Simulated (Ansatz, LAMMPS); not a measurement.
# Electronic structure of Mg2+ TFSI- in gamma-butyrolactone at 410 K (110 atoms)

Wanted: forces, charges and levels of Mg2+ TFSI- in gamma-butyrolactone at 410 K (110 atoms).

Program: Ansatz 0.2.0. Level of theory: Kohn-Sham DFT, PBEsol, PAW (set soft_2), plane waves. Results are calculated unless marked as measured.

### 1. Set-up

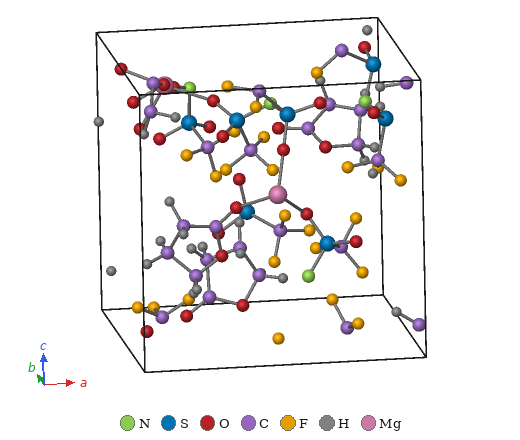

Start, viewed slightly off an axis; nitrogen green, sulfur blue, oxygen red, carbon purple, fluorine orange, hydrogen grey, magnesium pink. Bonds to atoms that aren't drawn are left out. Some periodic images of atoms are drawn too.

The cell holds 110 atoms: 4 N, 8 S, 24 O, 24 C, 24 F, 24 H and 2 Mg. Cell: a = 11.663 Å, b = 11.663 Å, c = 11.663 Å, α = 90.0°, β = 90.0°, γ = 90.0°. 4 gamma-butyrolactone, 2 Mg2+, 4 TFSI- placed at random, at 1.58 g/cm³; overlaps pushed apart, then 10 ps at 550 K with divalent ions of Li, Roberts, Chakravorty and Merz (J. Chem. Theory Comput. 9, 2733 (2013)); MMFF94 bonds, angles, torsions, charges and radii (Halgren, J. Comput. Chem. 17, 490 (1996)) in harmonic and 12-6 forms; charges of ions scaled by 0.8. Snapshot after 30 ps at 410 K and fixed volume.

Limits known from the start: The network of contacts between molecules at the start is that of the classical potential that made the cell, and needn't be the one that DFT or experiment would give. The functional has no dispersion term, which matters for the binding between molecules or layers. The density was typed from a rule of thumb and may lie off the real one at this temperature. Only the Γ point is sampled, in a cell whose shortest periodic width is 12 Å.

### 2. How the cell was made

A classical potential makes the cell, at a small fraction of what the same run would cost in DFT.

This step: classical MD, divalent ions of Li, Roberts, Chakravorty and Merz (J. Chem. Theory Comput. 9, 2733 (2013)); MMFF94 bonds, angles, torsions, charges and radii (Halgren, J. Comput. Chem. 17, 490 (1996)) in harmonic and 12-6 forms; charges of ions scaled by 0.8 (LAMMPS 22 Jul 2025 - Update 4).

Contents of in.lmp:

```
# Mg2+ TFSI- in gamma-butyrolactone
units real
atom_style full
boundary p p p
bond_style harmonic
angle_style harmonic
dihedral_style opls
improper_style harmonic
special_bonds lj 0 0 0.5 coul 0 0 0.75
read_data data.lmp
neigh_modify delay 0 every 1 check yes one 4000
comm_modify cutoff 12.0
timestep 0.5
thermo_style custom step time temp pe press density
thermo_modify norm yes
# push overlapping molecules apart
pair_style soft 2.6
pair_coeff * * 0.0
variable a equal ramp(1,60)
fix ad all adapt 1 pair soft a * * v_a
velocity all create 550 463149 mom yes dist gaussian
fix lim all nve/limit 0.03
fix lan all langevin 550 550 50 463150 zero yes
thermo 1000
run 3000 post no
unfix ad
pair_style lj/cut/coul/long 9.0
pair_modify mix arithmetic tail yes
pair_coeff 1 1 0.0721 3.5530   # N
pair_coeff 2 2 0.2681 3.4180   # S
pair_coeff 3 3 0.0763 3.0960   # O
pair_coeff 4 4 0.0678 3.3680   # C
pair_coeff 5 5 0.0801 2.5590   # F
pair_coeff 6 6 0.0763 2.9870   # O
# [... 22 lines left out ...]
compute msd all msd com yes
thermo 7500
fix md all nvt temp 410 410 100
run 30000 post no
print "== T410: mean square displacement over the hold $(c_msd[4]:%.2f) A^2"
unfix md
uncompute msd
write_dump all custom T410.dump id type xs ys zs modify sort id
```

The run is started by

```sh
$ lmp -in in.lmp -log none -nocite
```

Numbers of over 12 decimals in the logs are rounded to 6 here.

The log of the run:

```text
LAMMPS (22 Jul 2025 - Update 4)
Reading data file ...
  orthogonal box = (0 0 0) to (11.66344 11.66344 11.66344)
  110 atoms
  orthogonal box = (0 0 0) to (11.66344 11.66344 11.66344)
  104 bonds
  188 angles
  208 dihedrals
  4 impropers
WARNING: Bond/angle/dihedral extent > half of periodic box length
   Step          Time           Temp          PotEng         Press         Density
         0   0              550            0.72657361    -13888.193      1.5839988
      1000   500            618.08972      1.8412834      9632.1167      1.5839988
      2000   1000           624.0335       1.7066005      16227.588      1.5839988
      3000   1500           487.91358      1.8836188      9682.7567      1.5839988
WARNING: Bond/angle/dihedral extent > half of periodic box length
Loop time of 0.215679 s on 1 MPI rank(s) for 3000 steps with 110 atoms
PPPM initialization ...
  G vector (1/distance) = 0.30948474
  grid = 8 8 8
[... 31 lines left out ...]
Loop time of 3.12062 s on 1 MPI rank(s) for 10000 steps with 110 atoms
WARNING: Bond/angle/dihedral extent > half of periodic box length
   Step          Time           Temp          PotEng         Press         Density
[... 4 lines left out ...]
WARNING: Bond/angle/dihedral extent > half of periodic box length
Loop time of 1.53554 s on 1 MPI rank(s) for 5000 steps with 110 atoms
WARNING: Bond/angle/dihedral extent > half of periodic box length
   Step          Time           Temp          PotEng         Press         Density
[... 2 lines left out ...]
     30000   29000          395.6593      -1.9545103     -1718.155       1.5839988
     37500   36500          398.57012     -1.944728      -4298.7404      1.5839988
     45000   44000          399.31917     -1.9911166      11809.103      1.5839988
     47000   46000          408.93886     -2.1328146      2840.5428      1.5839988
WARNING: Bond/angle/dihedral extent > half of periodic box length
Loop time of 9.49259 s on 1 MPI rank(s) for 30000 steps with 110 atoms
== T410: mean square displacement over the hold 4.05 A^2
```

Elapsed: 15 s, on 1 thread of Arm Neoverse V2, shared host; peak memory 0.13 GiB.

The input also reads data.lmp (atoms, bonds and types; not printed here).

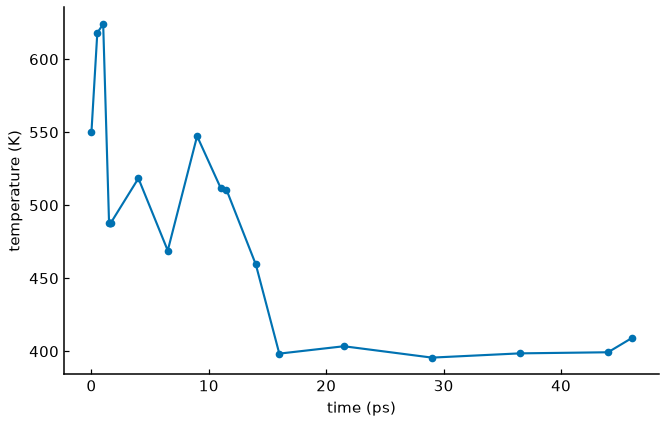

Temperature, plotted against time.

### 3. Plane-wave single point

The electrons are solved once, with the atoms held.

Contents of input.yaml:

```yaml
crystal:
  lattice:
    - [11.66344, 0.0, 0.0]
    - [0.0, 11.66344, 0.0]
    - [0.0, 0.0, 11.66344]
  atoms:
    - { symbol: "N", position: [0.8872, 0.57602, 0.79877] }
    - { symbol: S, position: [0.94058, 0.45883, 0.76102] }
    - { symbol: O, position: [0.88474, 0.35995, 0.8072] }
    - { symbol: O, position: [0.06743, 0.45145, 0.77185] }
    - { symbol: C, position: [0.91073, 0.45958, 0.6121] }
    - { symbol: F, position: [0.97794, 0.37806, 0.5544] }
    - { symbol: F, position: [0.92605, 0.56467, 0.56116] }
    - { symbol: F, position: [0.79819, 0.4277, 0.60031] }
    - { symbol: S, position: [0.92158, 0.59821, 0.92611] }
    - { symbol: O, position: [0.90953, 0.716, 0.96141] }
    - { symbol: O, position: [0.01621, 0.53422, 0.97226] }
    - { symbol: C, position: [0.80101, 0.53461, 0.99682] }
    - { symbol: F, position: [0.71114, 0.53381, 0.92181] }
    - { symbol: F, position: [0.75956, 0.59742, 0.08704] }
    - { symbol: F, position: [0.82375, 0.42435, 0.03577] }
    - { symbol: "N", position: [0.60006, 0.084, 0.29564] }
    - { symbol: S, position: [0.67565, 0.12249, 0.40014] }
    - { symbol: O, position: [0.76556, 0.0417, 0.42041] }
    - { symbol: O, position: [0.60914, 0.15774, 0.50251] }
    - { symbol: C, position: [0.74315, 0.25412, 0.35518] }
    - { symbol: F, position: [0.66655, 0.33976, 0.33546] }
    - { symbol: F, position: [0.81531, 0.23913, 0.2623] }
    - { symbol: F, position: [0.80415, 0.29529, 0.44569] }
    - { symbol: S, position: [0.51914, 0.97812, 0.33027] }
    - { symbol: O, position: [0.41389, 0.96362, 0.26231] }
    - { symbol: O, position: [0.493, 0.9712, 0.45106] }
    - { symbol: C, position: [0.61859, 0.86069, 0.28464] }
    - { symbol: F, position: [0.62337, 0.77354, 0.3578] }
    - { symbol: F, position: [0.72878, 0.90633, 0.26858] }
    - { symbol: F, position: [0.58844, 0.81284, 0.18372] }
    - { symbol: "N", position: [0.51024, 0.30735, 0.8726] }
    - { symbol: S, position: [0.55073, 0.17768, 0.86018] }
    - { symbol: O, position: [0.66332, 0.1478, 0.90213] }
    - { symbol: O, position: [0.52685, 0.12851, 0.74462] }
    - { symbol: C, position: [0.4439, 0.11807, 0.96336] }
    - { symbol: F, position: [0.414, 0.00878, 0.93263] }
    - { symbol: F, position: [0.34102, 0.18368, 0.97119] }
    - { symbol: F, position: [0.4939, 0.11692, 0.06894] }
    - { symbol: S, position: [0.3932, 0.32588, 0.81383] }
    - { symbol: O, position: [0.32382, 0.41381, 0.86852] }
    - { symbol: O, position: [0.32663, 0.22604, 0.7821] }
    - { symbol: C, position: [0.44943, 0.38702, 0.68996] }
    - { symbol: F, position: [0.36449, 0.41998, 0.61647] }
    - { symbol: F, position: [0.5142, 0.30891, 0.63244] }
    - { symbol: F, position: [0.51149, 0.4851, 0.7119] }
    - { symbol: "N", position: [0.29922, 0.81321, 0.82524] }
    - { symbol: S, position: [0.19442, 0.73375, 0.86054] }
    - { symbol: O, position: [0.21341, 0.61375, 0.87768] }
    - { symbol: O, position: [0.09092, 0.75764, 0.79849] }
    - { symbol: C, position: [0.1808, 0.779, 0.01364] }
    - { symbol: F, position: [0.0876, 0.72874, 0.06516] }
    - { symbol: F, position: [0.16924, 0.89537, 0.02304] }
    - { symbol: F, position: [0.27304, 0.75466, 0.07864] }
    - { symbol: S, position: [0.3, 0.8436, 0.69374] }
    - { symbol: O, position: [0.38505, 0.92764, 0.65575] }
    - { symbol: O, position: [0.19768, 0.86749, 0.63576] }
    - { symbol: C, position: [0.3443, 0.71238, 0.63253] }
    - { symbol: F, position: [0.25825, 0.63643, 0.62541] }
    - { symbol: F, position: [0.43498, 0.66818, 0.69494] }
    - { symbol: F, position: [0.37473, 0.73112, 0.52234] }
    - { symbol: O, position: [0.1291, 0.27908, 0.96778] }
    - { symbol: C, position: [0.07855, 0.19117, 0.99491] }
    - { symbol: C, position: [0.05308, 0.09556, 0.91556] }
    - { symbol: C, position: [0.95583, 0.04263, 0.98265] }
    - { symbol: C, position: [0.98548, 0.05779, 0.10505] }
    - { symbol: O, position: [0.03554, 0.17068, 0.10667] }
    - { symbol: H, position: [0.13212, 0.03913, 0.90386] }
    - { symbol: H, position: [0.0314, 0.12377, 0.82931] }
    - { symbol: H, position: [0.95414, 0.94491, 0.96926] }
    - { symbol: H, position: [0.86747, 0.08079, 0.96492] }
    - { symbol: H, position: [0.90573, 0.05596, 0.15657] }
    - { symbol: H, position: [0.03412, 0.98677, 0.14158] }
    - { symbol: O, position: [0.6324, 0.95085, 0.63196] }
    - { symbol: C, position: [0.73424, 0.92475, 0.63168] }
    - { symbol: C, position: [0.81945, 0.98486, 0.69982] }
    - { symbol: C, position: [0.92125, 0.92056, 0.68894] }
    - { symbol: C, position: [0.8995, 0.84793, 0.58185] }
    - { symbol: O, position: [0.78103, 0.83115, 0.58308] }
    [... 26 atom lines left out ...]
    - { symbol: H, position: [0.40286, 0.37055, 0.32365] }
    - { symbol: H, position: [0.42152, 0.50684, 0.40315] }
    - { symbol: H, position: [0.5058, 0.583, 0.19928] }
    - { symbol: H, position: [0.56371, 0.45187, 0.20724] }
    - { symbol: Mg, position: [0.1567, 0.44613, 0.92493] }
    - { symbol: Mg, position: [0.4916, 0.04765, 0.60334] }
kpoints:
  mp_grid: { grid: [1, 1, 1] }
hamiltonian:
  xc: pbesol
scf:
  occupations: { method: fermi_dirac, width: 0.025 }
output:
  forces: true
  stress: true
  populations: true
  dos:
    method: { smearing: { sigma: 0.08 } }
    de: 0.1
    projected: { site_lists: { C: [C], F: [F], H: [H], Mg: [Mg], "N": ["N"] } }
  eigenvalues: true
  write_density: true
  write_potential: true
  volumetric_format: npy
```

The run is started by

```sh
$ ansatz run input.yaml --threads 8 --pin off --max-ram 15872MiB --backend cpu --events-out ev --progress --plain --runs-dir out
```

The log of the run:

```text
Engine: ansatz 0.2.0, aarch64-unknown-linux-gnu
Pseudopotentials: kind: paw
Pseudopotential: N, paw, valence charge 5, recommended cutoff 420 eV (normal), N.paw.azcp
Pseudopotential: S, paw, valence charge 6, recommended cutoff 420 eV (normal), S.paw.azcp
Pseudopotential: O, paw, valence charge 6, recommended cutoff 420 eV (normal), O.paw.azcp
Pseudopotential: C, paw, valence charge 4, recommended cutoff 420 eV (normal), C.paw.azcp
Pseudopotential: F, paw, valence charge 7, recommended cutoff 420 eV (normal), F.paw.azcp
Pseudopotential: H, paw, valence charge 1, recommended cutoff 420 eV (normal), H.paw.azcp
Pseudopotential: Mg, paw, valence charge 10, recommended cutoff 420 eV (normal), Mg.paw.azcp
Functional definition: PBEsol
  exchange = pbesol_x
  correlation = pbesol_c
Crystal: 110 atoms, lattice volume = 1586.646 Å³
Basis set: ecut = 420 eV, 31103 PW (Γ), exchange–correlation on 160×160×160 points (8 copies of the dense FFT grid, shifted against one another)
Bands: 370, of which v1, the nominal top of the filled ones, is band 260 counted from 1 (259 counted from 0)
Symmetry: 1 space group operations
Space group: P1 (ITA 1), of the structure as read, at distance tolerance 1.2e-4 Å
k-points: 1
Non-local potential: N, projectors of the file, l = 0: 2, l = 1: 2, l = 2: 1
Non-local potential: S, projectors of the file, l = 0: 2, l = 1: 2, l = 2: 2
Non-local potential: O, projectors of the file, l = 0: 2, l = 1: 2, l = 2: 1
Non-local potential: C, projectors of the file, l = 0: 2, l = 1: 2, l = 2: 1
Non-local potential: F, projectors of the file, l = 0: 2, l = 1: 2, l = 2: 1
Non-local potential: H, projectors of the file, l = 0: 2, l = 1: 1
Non-local potential: Mg, projectors of the file, l = 0: 3, l = 1: 2, l = 2: 1
PAW form: soft (Blöchl's): semilocal exchange-correlation on the pseudo side does not see the compensation charge
PAW frozen core: N, regenerated for the run's functional, and the local potential with it (the file was generated under x = pbe(κ = 0.804, μ = 0.219515), c = pbe(β = 0.066725))
PAW frozen core: S, regenerated for the run's functional, and the local potential with it (the file was generated under x = pbe(κ = 0.804, μ = 0.219515), c = pbe(β = 0.066725))
PAW frozen core: O, regenerated for the run's functional, and the local potential with it (the file was generated under x = pbe(κ = 0.804, μ = 0.219515), c = pbe(β = 0.066725))
PAW frozen core: C, regenerated for the run's functional, and the local potential with it (the file was generated under x = pbe(κ = 0.804, μ = 0.219515), c = pbe(β = 0.066725))
PAW frozen core: F, regenerated for the run's functional, and the local potential with it (the file was generated under x = pbe(κ = 0.804, μ = 0.219515), c = pbe(β = 0.066725))
PAW frozen core: Mg, regenerated for the run's functional, and the local potential with it (the file was generated under x = pbe(κ = 0.804, μ = 0.219515), c = pbe(β = 0.066725))
PAW one-centre angular grid: N, 110 points (default); XC on 64 Gauss nodes
PAW one-centre angular grid: S, 110 points (default); XC on 64 Gauss nodes
PAW one-centre angular grid: O, 110 points (default); XC on 64 Gauss nodes
PAW one-centre angular grid: C, 110 points (default); XC on 64 Gauss nodes
PAW one-centre angular grid: F, 110 points (default); XC on 64 Gauss nodes
PAW one-centre angular grid: H, 110 points (default); XC on 64 Gauss nodes
PAW one-centre angular grid: Mg, 110 points (default); XC on 64 Gauss nodes
Initial density: superposition of atomic densities (neutral atoms: chi_scale 0, normalization atom), corrected by the library's trained network
Initial wavefunctions: pseudopotential atomic-orbital guess
Functional: x = pbesol(κ = 0.804, μ = 0.123457), c = pbesol(β = 0.046)
SCF iter   1: F=—  HF=-51353.864910 eV  |F-HF|=—  |Δ(HF+E_count)|=         —  Δρ=9.07e-3  dr2=1.04e0  ethr=1.77e-3  ⟨swp⟩=6.0  Hψ=1570  notcnv=0  defer=96
preconditioner: auto → Resta (q_TF=auto, 2.265 Å⁻¹)  ε∞=2.5  [insulator: Δε(μ)=4.022 eV  Ē_g=16.609 eV  σ=0.025 eV  W_gap=1.00  n_scr=304 (ndim 8)  ℏωp=20.6 eV  f_vac=0.365  D(μ)=0.00/eV (n_scr^D=0)  ε∞_Penn≈2.5  vacuum switching on, ρ_ref=2.0e-2 e/Å³]
SCF iter   2: F=—  HF=-51353.598160 eV  |F-HF|=—  |Δ(HF+E_count)|=   2.67e-1  Δρ=3.76e-3  dr2=1.65e-1  ethr=2.01e-4  ⟨swp⟩=2.0  Hψ=640  notcnv=0  defer=106
SCF iter   3: F=—  HF=-51353.585659 eV  |F-HF|=—  |Δ(HF+E_count)|=   1.25e-2  Δρ=1.75e-3  dr2=3.89e-2  ethr=3.17e-5  ⟨swp⟩=2.0  Hψ=515  notcnv=0  defer=106
SCF iter   4: F=—  HF=-51353.583355 eV  |F-HF|=—  |Δ(HF+E_count)|=   2.30e-3  Δρ=5.16e-4  dr2=3.53e-3  ethr=7.48e-6  ⟨swp⟩=2.0  Hψ=518  notcnv=0  defer=106
SCF iter   5: F=—  HF=-51353.583612 eV  |F-HF|=—  |Δ(HF+E_count)|=   2.57e-4  Δρ=2.21e-4  dr2=5.96e-4  ethr=6.79e-7  ⟨swp⟩=2.0  Hψ=516  notcnv=0  defer=106
SCF iter   6: F=—  HF=-51353.583658 eV  |F-HF|=—  |Δ(HF+E_count)|=   4.59e-5  Δρ=8.14e-5  dr2=7.27e-5  ethr=1.15e-7  ⟨swp⟩=2.0  Hψ=496  notcnv=0  defer=106
SCF iter   7: F=—  HF=-51353.583757 eV  |F-HF|=—  |Δ(HF+E_count)|=   9.89e-5  Δρ=3.22e-5  dr2=1.30e-5  ethr=1.40e-8  ⟨swp⟩=2.0  Hψ=595  notcnv=0  defer=106
SCF iter   8: F=—  HF=-51353.583759 eV  |F-HF|=—  |Δ(HF+E_count)|=   2.53e-6  Δρ=8.59e-6  dr2=7.19e-7  ethr=2.51e-9  ⟨swp⟩=2.0  Hψ=511  notcnv=0  defer=106
SCF iter   9: F=—  HF=-51353.583760 eV  |F-HF|=—  |Δ(HF+E_count)|=   7.09e-7  Δρ=3.77e-6  dr2=1.74e-7  ethr=1.92e-11  ⟨swp⟩=20.0  Hψ=3357  notcnv=0
SCF iter  10: F=-51353.583760 eV  HF=-51353.583760 eV  |F-HF|=1.09e-9  |Δ(HF+E_count)|=   2.17e-8  Δρ=1.31e-6  dr2=2.06e-8  ethr=1.92e-11  ⟨swp⟩=9.0  Hψ=2112  notcnv=0
SCF 1 converged in 10 iterations: F = -51353.583760 eV  dr2 = 2.06e-8
  greatest PAW one-centre occupation: 1.000 electrons in one spin orbital (limit 2), on the Mg atom at site 109 (counted from 0), in its partial waves of l = 0
WARN: The output density's exchange-correlation potential varies sharply where the density is thin. Do not read a vacuum level from v_tot or v_xc, or from such a field of the output density. On a cell that repeats whose density bears no net charge and no dipole along the vacuum's axis use v_es (v_loc + v_h of the components); [...]
SCF converged after 10 iterations
Free energy (F): -51353.583760 eV
Harris-Foulkes:  -51353.583760 eV  (|F-HF|=1.09e-9)
Internal energy: -51353.583760 eV  (E = F + TS)
E sigma→0 (E₀):  -51353.583760 eV
Fermi energy:    1.292646 eV
--- Per-component energies (eV) ---
  E_band       = -5556.399204
  E_kinetic    = 13257.663164
  E_local      = -64335.592164  (includes V_loc(G=0)·N_el)
  E_nonlocal   = 4203.740267
  E_hartree    = 25767.160126
  E_xc         = -6032.144042
  E_vxc        = -7420.280087  (∫ρ·V_xc dr)
  E_paw        = -16338.481360  (= ΣΔE_a)
  E_vpaw       = -2796.323828  (= ΣTr[D̂ρ^β])
  E_aug_tail   = 0.076106  (compensation charges beyond the density's cutoff)
  E_ewald      = -7879.103516
  E_core_change = 3.097659  (= ΣΔE_core)
  E_smearing   = -0.000000  (= −TS)
  E_closure    = 0.000000  (closes the sum)
  Σ components = -51353.583760   (vs F -51353.583760, Δ=0.00e0)
--- Forces (eV/Å), atoms counted from 1 ---
  atom   1  N      0.86059959     0.40420613    -0.80636515
  atom   2  S      2.02186596    -1.44150908     1.02440709
  atom   3  O     -0.59074802    -0.65998569    -0.05279952
  atom   4  O     -0.55115446     0.18474580    -0.76677381
  atom   5  C     -0.90417405    -0.22614825    -3.29659864
  atom   6  F     -1.02027761     1.65544162     1.25707249
  atom   7  F     -0.07197764    -1.73216125     0.69456617
  atom   8  F      1.59597201     0.83257704     0.23469227
  atom   9  S     -1.82320709     2.61697703     1.66751078
  atom  10  O     -0.11342444    -0.32453846    -0.95303829
  atom  11  O      1.09989946    -0.77822444     0.50336207
  atom  12  C     -3.02226210    -1.32164845     1.36479356
  atom  13  F      0.80104615    -0.55910207     0.62375750
  atom  14  F      1.07662288    -0.69811548    -0.49876646
[...]
atom 109  Mg     0.64466498     0.08743131    -0.22692925
  atom 110  Mg     0.66219199     0.18557420    -0.22050210
  max |Σ_I F_I| component: 4.14e-5 eV/Å
--- Stress (GPa, compression-positive) ---
        1.881424      -0.356849       1.353699
       -0.356849       0.969389      -0.032683
        1.353699      -0.032683       0.642898
  P = ⅓ Tr σ = 1.1646 GPa (11.646 kbar)
--- Band table (eV) ---
  k-point 0: bands = ["-73.6057", "-73.0647", "-40.5709", "-40.5651", [... 354 levels ...], "9.9791", "10.0123", "10.0730", "10.0904", "10.1188", "10.1544", "10.1689", "10.2020", "10.2357", "10.3313", "10.3864", "10.3954"]
--- Löwdin populations: 110 sites ---
  site symbol       q [e]
     0      N      5.8261
     1      S      3.8156
     2      O      6.7069
[...]
109     Mg      8.3915
  spilling = 0.014592 (of n_electrons = 520.000000)
```

Elapsed: 12 s, on 8 threads of Arm Neoverse V2, shared host; peak memory 2.1 GiB.

The program notes that the exchange-correlation potential is rough where the density is thin.

Numbers from this run:

```yaml
free_energy: -51353.5838 eV
free_energy_per_atom: -466.8508 eV/atom
scf_cycles: 10
pressure: 1.165 GPa
r_m_s_force_component: 1.145 eV/Å
longest_force: 4.465 eV/Å
fermi_energy: 1.293 eV
spacing_of_highest_filled_and_lowest_empty_level: 4.114 eV
spilling_of_the_projection: 0.01459
```

(Part 1 of 2 ends here.)

[Logs are printed without paths, hosts, clocks, repeated set-up lines and the standing remarks that a program may print on its own settings, such as how far it seeks lower states.]

[Hosts, paths, dates, database ids (printed as entryN), source tags and the programs' standing remarks are cut or masked in the printed files.]

[The MMFF94 radii named for the starting cell were scaled by 0.96; in molecules described by MMFF94, hydrogen bound to N, O or S took a small fixed 12-6 site in their place.]
